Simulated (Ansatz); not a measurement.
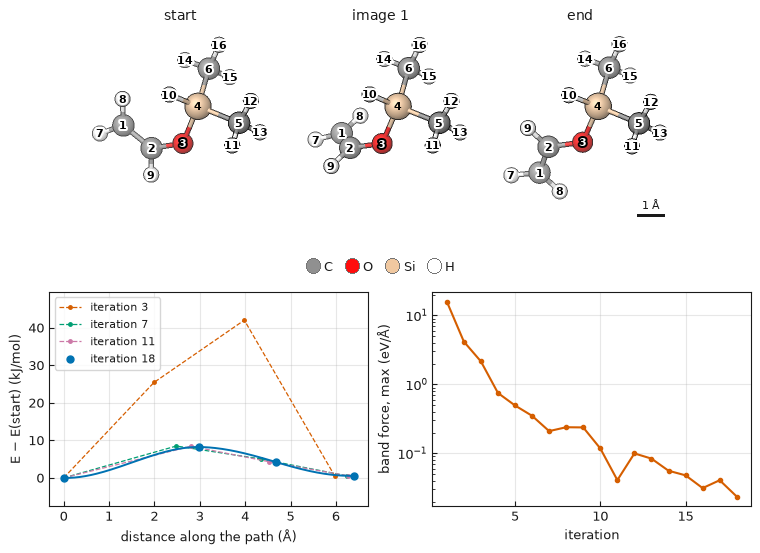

NEB run on C₄H₁₀OSi. Images are numbered from 0 (start) to 3 (end). The plot follows the band through its iterations. Style: ball-and-stick. Shown at a tilt.

Theory: RKS revPBE/def2-SVP in Ansatz 0.2.0. Settings: 2 movable images; climbing image; force threshold 0.03 eV/Å; iteration limit 60; starting path through a guess of the saddle point.

How did the profile develop, and is the result final?

Answer. The run is converged, with reservations. The band converged in 18 iterations. The largest component of the band force went from 16 to 0.024 eV/Å. The climbing image converged on the top of the path. Its curvatures weren't checked. So few images resolve the path coarsely. The first iteration put the highest image at 604.5 kJ/mol. The energy climbs by 8.2 kJ/mol to image 1 and then falls by 7.7 kJ/mol, so the end point sits at +0.6 kJ/mol.

Cost: 2.1 min on 2 threads of Arm Neoverse V1, on a shared host, peak memory 0.19 GiB.
